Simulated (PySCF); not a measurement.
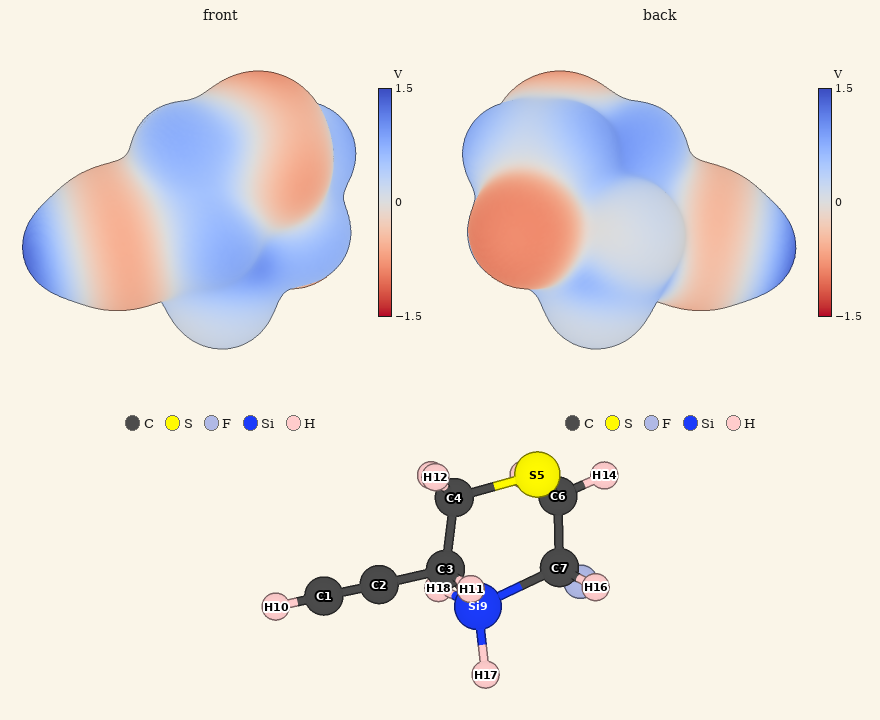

*C₆H₉FSSi. The electrostatic potential painted on the density surface at 0.001 e/bohr³, seen from the front and from behind; the colour scale runs from red (negative) to blue (positive). The bare structure is drawn below in the same view.*

Geometry: GFN2-xTB.

Level of theory: PBE0/pcSseg-1, SCF density, gas phase, non-relativistic in PySCF.

The calculation's input:

```
{"job": {"kind": "nmr", "xc": "PBE0", "basis": "pcSseg-1"}, "charge": 0, "multiplicity": 1}
C      3.314886    -0.943598     0.866889
C      2.335199    -0.537879     0.310969
C      1.136614    -0.039525    -0.324388
C      0.748718     1.307297     0.290143
S     -0.660504     2.083834    -0.563004
C     -2.000121     0.981241    -0.029014
C     -1.871583    -0.380744    -0.692949
F     -2.977919    -1.149687    -0.340802
Si    -0.280736    -1.323413    -0.161837
H      4.183181    -1.299745     1.335231
H      1.360338     0.125401    -1.384904
H      1.563748     2.026555     0.196581
H      0.491672     1.206774     1.345561
H     -2.930397     1.471796    -0.319956
H     -1.969308     0.897249     1.058662
H     -1.941934    -0.257605    -1.780190
H     -0.058947    -2.453865    -1.059312
H     -0.451666    -1.707767     1.240665
```

Command:

```sh
OMP_NUM_THREADS=1 python probes_run.py task.json out
```

Question: Describe the electrostatic potential map.

Answer: The most negative region (about −0.9 V) lies over F8, the most positive (about +1.2 V) over H10.
